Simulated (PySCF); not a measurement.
**C2H4BNO2: geometry, NMR shifts, spin-spin couplings, electronic excitations and core binding energies**

Aim: predict the NMR shifts, spin-spin couplings, electronic excitations and core binding energies of C2H4BNO2 (`OB(O)[C@H]1C=N1`).

Programs: PySCF 2.14.0, with density-fitted response routines of our own. Each step states its level of theory. These are calculated values for one molecule in the gas phase, unless marked as measured. Atoms are numbered from 0 throughout.

## Step 1: Starting geometry

10 atoms, charge 0, multiplicity 1; geometry from: GFN2-xTB.

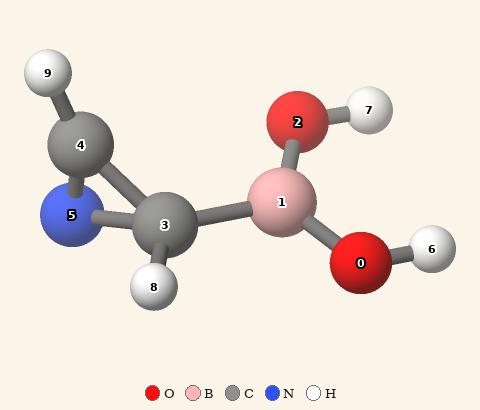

The starting geometry (oxygen red, boron pink, carbon grey, nitrogen blue, hydrogen white), atoms numbered.

## Step 2: Optimising the geometry at PBE0-D3(BJ)/def2-SVP

Job settings and geometry (Å):

```
{"job": {"xc": "PBE0", "basis": "def2-SVP", "d3": "d3bj", "grid": 1, "kind": "geom"}, "charge": 0, "multiplicity": 1}
O     -1.574345    -0.721366    -0.945823
B     -0.678942    -0.251224    -0.044517
O     -0.998790     0.150000     1.210163
C      0.817833    -0.131522    -0.503232
C      1.761264     0.766200     0.167721
N      1.941886    -0.420924     0.486560
H     -2.485471    -0.798526    -0.659532
H     -1.910427     0.048138     1.485887
H      1.053429    -0.405363    -1.528884
H      2.082446     1.769241     0.309128
```

**Question.** This job is followed by: GIAO PBE0/pcSseg-1 NMR shielding, non-relativistic, gas phase; B3LYP/pcJ-1 indirect spin-spin coupling, non-relativistic, gas phase; TDDFT wB97X-D/def2-SVPD, vertical, gas phase, core orbitals frozen in the response; GIAO mPW1PW91/pcSseg-2 NMR shielding, non-relativistic, gas phase; delta-SCF UKS SCAN, pcX-2 on the ionised atom, pcseg-1 elsewhere, spin-free X2C. Predict these results of the whole session: point group; rotational constants (main isotopes); 13C shifts against TMS (PBE0/pcSseg-1); 1H shifts against TMS (PBE0/pcSseg-1, means over atoms taken as alike); 17O shifts against H2O (PBE0/pcSseg-1, means over atoms taken as alike); 11B shifts against BF3·OEt2 (PBE0/pcSseg-1); 15N shifts against NH3 (PBE0/pcSseg-1); largest coupling of the table (B3LYP/pcJ-1); lowest singlet (wB97X-D/def2-SVPD); brightest single state of those computed; lowest triplet; vertical ionisation energy (ΔSCF); O1s binding energies, SCAN/pcX-2; B1s binding energies, SCAN/pcX-2; C1s binding energies, SCAN/pcX-2 (standing for 1 of 2 atoms); N1s binding energies, SCAN/pcX-2; range of the shift of O0.

The runs gave:

| quantity | value |
| --- | --- |
| point group | C1 |
| rotational constants (main isotopes) | 7.81, 2.63, 2.18 GHz |
| 13C shifts against TMS (PBE0/pcSseg-1) | 166.6, 14.1 ppm |
| 1H shifts against TMS (PBE0/pcSseg-1, means over atoms taken as alike) | 9.60, 2.83, 0.72 ppm |
| 17O shifts against H2O (PBE0/pcSseg-1, means over atoms taken as alike) | 119.8 ppm |
| 11B shifts against BF3·OEt2 (PBE0/pcSseg-1) | 28.9 ppm |
| 15N shifts against NH3 (PBE0/pcSseg-1) | 336.1 ppm |
| largest coupling of the table (B3LYP/pcJ-1) | 1J(C,H) C4–H9, 256.6 Hz |
| lowest singlet (wB97X-D/def2-SVPD) | 5.38 eV (231 nm), f = 0.002 |
| brightest single state of those computed | state 5, 7.69 eV, f = 0.236 |
| lowest triplet | 4.62 eV |
| vertical ionisation energy (ΔSCF) | 10.14 eV |
| O1s binding energies, SCAN/pcX-2 | O0 539.29 eV |
| B1s binding energies, SCAN/pcX-2 | B1 197.24 eV |
| C1s binding energies, SCAN/pcX-2 (standing for 1 of 2 atoms) | C3 291.03 eV |
| N1s binding energies, SCAN/pcX-2 | N5 405.10 eV |
| range of the shift of O0 | 113.9 to 119.8 ppm |

In words: The optimisation took 4 steps and gained 0.056 eV; among the close pairs (by a distance rule), C3–N5 changed most, from 1.525 to 1.556 Å. At PBE0/pcSseg-1: The largest span, 667 ppm, is at N5, where the paramagnetic term is -395 ppm. Of the pairs tabulated at B3LYP/pcJ-1, C4–H9 couples most strongly (256.6 Hz; Fermi contact 257.1 Hz). Couplings across rotatable bonds belong to this one conformer; where others are populated, the observed values are averages. The lowest singlet, at 5.38 eV, is HOMO→LUMO+1 0.96 and is weak; of the 10 states computed, the strongest absorption comes from state 5 at 7.69 eV. The lowest triplet lies 0.76 eV below the lowest singlet (triplets in Tamm-Dancoff, singlets in full TDDFT). The orbital energy would give 9.67 eV for ionisation, ΔSCF gives 10.14 eV. Across the 2 runs the shift of O0 (with its like atoms) moves most, between 113.9 (mPW1PW91/pcSseg-2) and 119.8 ppm (PBE0/pcSseg-1). Most of that comes from the computed reference, not from the atom's own shielding.
